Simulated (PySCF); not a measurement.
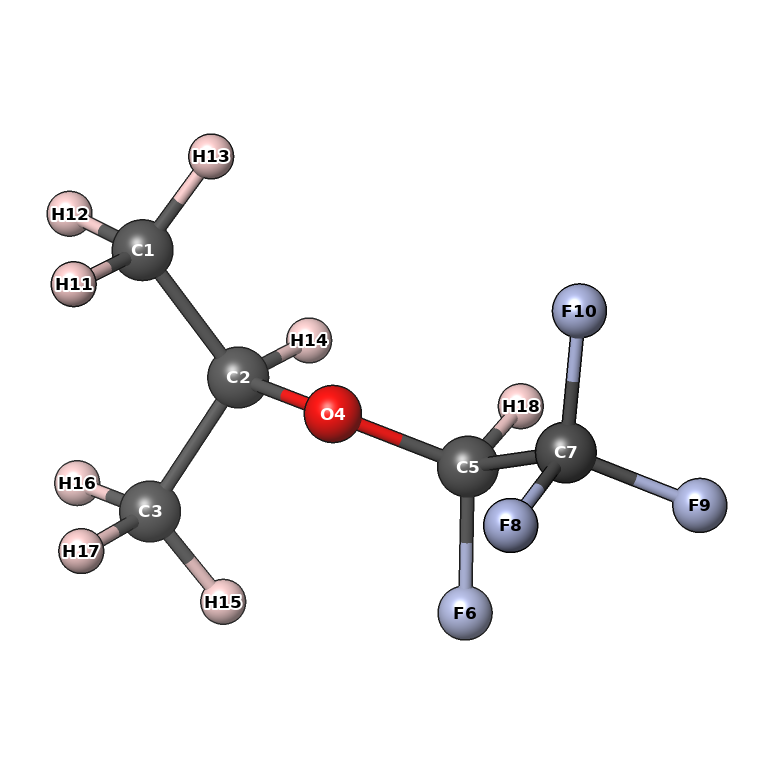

The computed structure is the end point of a PBE0-D3(BJ)/def2-SVP optimisation. No frequency run is at hand to confirm it as a minimum. Method: GIAO PBE0/pcSseg-1 NMR shielding, non-relativistic, gas phase (PySCF 2.14.0), and the same with a continuum solvent (IEF-PCM, Bondi radii x 1.2, gas-phase geometry).

How do dipole (D), HOMO–LUMO gap (eV), σ(F6) (ppm), σ(O4) (ppm), σ(H18) (ppm) change in benzene (ε = 2.3), chloroform (ε = 4.7)?

```json
{"medium": "gas phase", "dipole (D)": "3.30", "HOMO–LUMO gap (eV)": "10.05", "σ(F6) (ppm)": "331.6", "σ(O4) (ppm)": "213.7", "σ(H18) (ppm)": "26.33"}
{"medium": "benzene", "dipole (D)": "3.61", "HOMO–LUMO gap (eV)": "10.18", "σ(F6) (ppm)": "334.8", "σ(O4) (ppm)": "215.4", "σ(H18) (ppm)": "26.13"}
{"medium": "chloroform", "dipole (D)": "3.81", "HOMO–LUMO gap (eV)": "10.26", "σ(F6) (ppm)": "336.7", "σ(O4) (ppm)": "216.6", "σ(H18) (ppm)": "26.00"}
```
